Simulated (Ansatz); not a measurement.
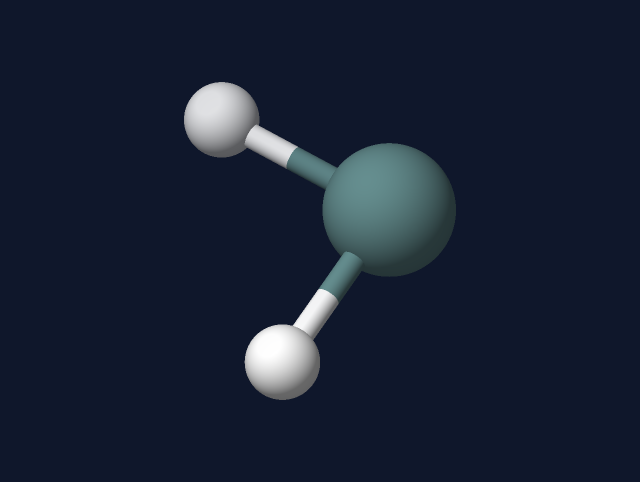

The picture shows a molecular structure as a ball-and-stick model. Colours: germanium teal, hydrogen white.

Identify the structure.

It has 3 atoms: 1 germanium and 2 hydrogen (GeH2). This geometry has C2v symmetry. Coordination: 1 Ge bent.

More results for the same structure follow; atom numbers are the same in all pictures, views and colours differ. The geometry was computed by an optimisation with PBE0-D4/def2-TZVP.

### Electronic properties

Method: RKS PBE0-D4/def2-TZVPP (Ansatz 0.2.0).

What does the calculation give?

- HOMO energy (Kohn–Sham orbital): −6.90 eV
- LUMO energy (Kohn–Sham orbital): −3.03 eV
- HOMO–LUMO gap: 3.87 eV

### Charges

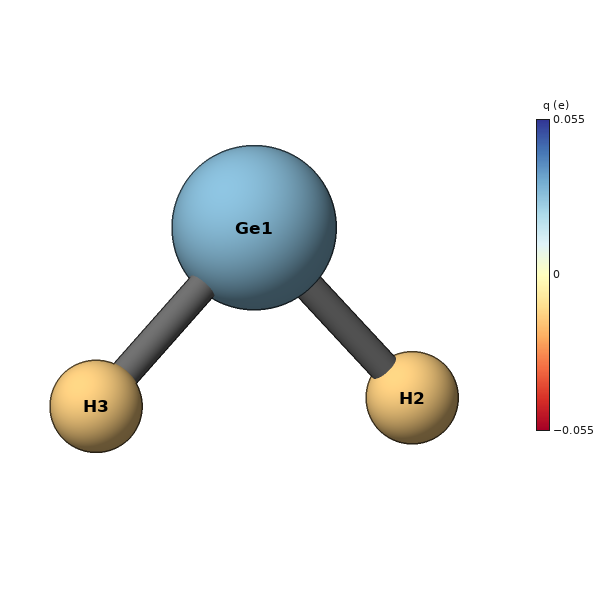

Atoms are coloured by their Mulliken charges. Level of theory: RKS PBE0-D4/def2-TZVP (Ansatz 0.2.0).

Give the Mulliken charges atom by atom.

```csv
atom,value (e)
Ge1,0.03
H2,−0.01
H3,−0.01
```

### Vibrations

Harmonic vibrations computed with RKS PBE0-D4/def2-TZVP (Ansatz 0.2.0) at a stationary point of the same level.

**List the wavenumbers.**

3 modes: 935, 1928, 1937 cm⁻¹.

Mulliken values depend strongly on the basis set and can even reverse the polarity of a bond.
